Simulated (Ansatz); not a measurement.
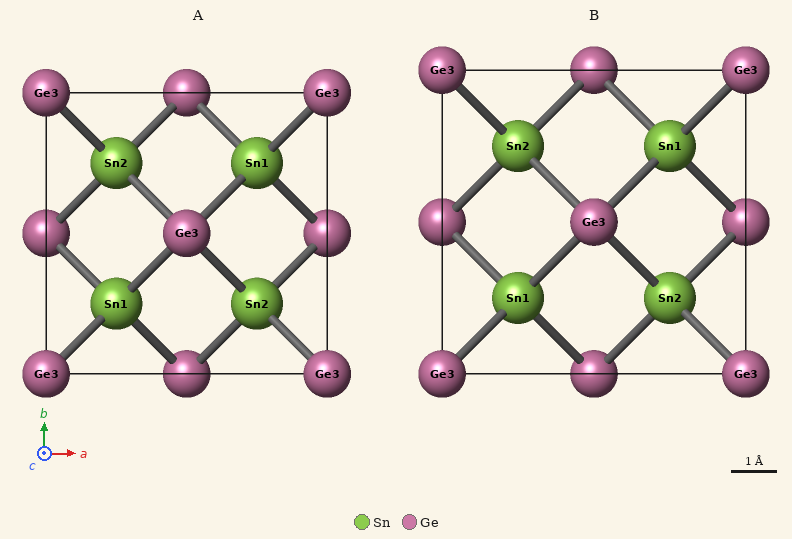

Two geometries of crystalline Sn2Ge (a generated structure, set up in Fm-3m) (coarse preliminary run), drawn at one scale. One is the start of a relaxation, the other its converged end. Style: ball-and-stick. Shown: the conventional cell (4 times the calculation's cell), along the c axis. Lengths and directions refer to the drawn axes.

Computed with DFT LDA, scalar-relativistic, plane waves, PAW (Ansatz). Settings: plane-wave cutoff 420 eV; k-point mesh 6 × 6 × 6; occupations gaussian; smearing width 0.1 eV; no spin polarisation; cell and atoms relaxed; force threshold 0.05 eV/Å; at most 80 steps.

Which one is relaxed?

Structure B is the relaxed one. The atoms keep their places relative to the cell (all moves are under 0.005 Å). Cell: a = b = c 6.286 → 6.792 Å (+8.0 %). Volume +26.1 %. Among the contacts that change: Sn1–Ge3 2.722 → 2.941 Å. The space group stays Fm-3m (No. 225). After 3 accepted moves (4 points after the start) the energy has fallen by 310 meV per atom. All forces vanish by symmetry, so only the cell relaxes. The pressure goes from 22.11 to 0.35 GPa. The SCF was repeated once at an unchanged geometry on a basis and grid sized afresh for the cell, which shifted the energy by 2.2 meV per atom at most. Cost: 10 s on 1 thread of Arm Neoverse V1, with other jobs on the host, peak memory 0.35 GiB.
